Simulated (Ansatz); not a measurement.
C₂H₉OSbSi (SMILES C[SiH2][O][SbH][CH3])

The calculation's input:

```
crystal:
  periodic: [false, false, false]
  atoms:
    - {symbol: C, position_ang: [0.389966, 2.472744, 0.933291]}
    - {symbol: C, position_ang: [0.770441, -3.013205, 0.590997]}
    - {symbol: O, position_ang: [0.110868, -0.178690, -0.125320]}
    - {symbol: Sb, position_ang: [0.288301, -1.871026, -1.174966]}
    - {symbol: Si, position_ang: [0.043121, 1.417568, -0.568076]}
    - {symbol: H, position_ang: [0.340310, 3.542542, 0.674803]}
    - {symbol: H, position_ang: [-0.348398, 2.275173, 1.725419]}
    - {symbol: H, position_ang: [1.391649, 2.260527, 1.337259]}
    - {symbol: H, position_ang: [-1.309075, 1.757232, -1.123827]}
    - {symbol: H, position_ang: [1.049301, 1.710823, -1.644866]}
    - {symbol: H, position_ang: [-1.385490, -2.288837, -1.073048]}
    - {symbol: H, position_ang: [0.496205, -4.068712, 0.448594]}
    - {symbol: H, position_ang: [0.200084, -2.587689, 1.427819]}
    - {symbol: H, position_ang: [1.846240, -2.940295, 0.800147]}
basis:
  gaussian: {orbitals: def2-SVPD}
hamiltonian: {xc: {name: PBE0}}
output: {forces: true, orbitals: {seedname: orbitals}}
```

Launched as:

```sh
ansatz run input.yaml --threads 2 --pin off --max-ram 6090MiB --events-out events.jsonl --progress --plain --runs-dir runs
```

Geometry: PBE0-D4/def2-SVP; core potentials replace the inner electrons of Sb.

These are results of isolated molecule in a Gaussian basis; Kohn-Sham density functional theory, functional PBE0 (Ansatz), not measurements.

What can the converged electron density and electron localisation function tell about the bonding?

Answer. Si–O (1.66 Å): ρ is about 1.1 e/Å³ halfway; the ELF peaks at about 0.85 between the atoms: a polar covalent bond.
Sb–O (2.00 Å): ρ is about 0.7 e/Å³ halfway; the ELF peaks at about 0.80 in the valence shell of O, 0.6 Å from its nucleus, and drops to about 0.15 between the two atoms.

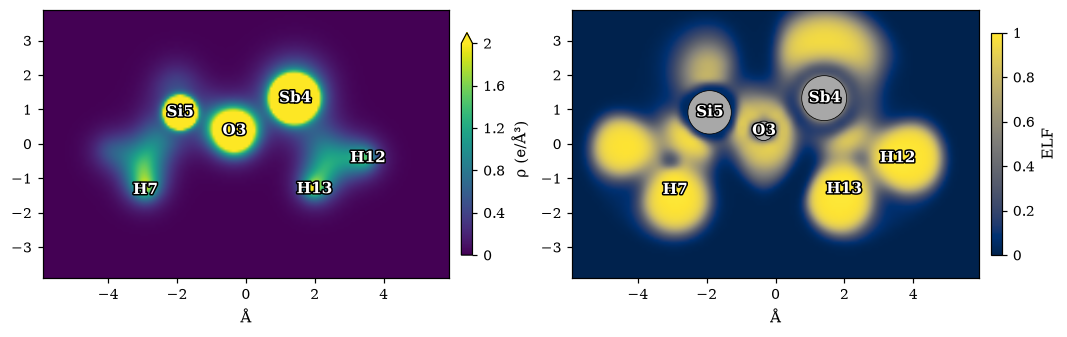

Computed electron density and electron localisation function on the plane of atoms Sb4, O3 and Si5, in this order. Grey discs cover the atomic cores in the ELF map. 
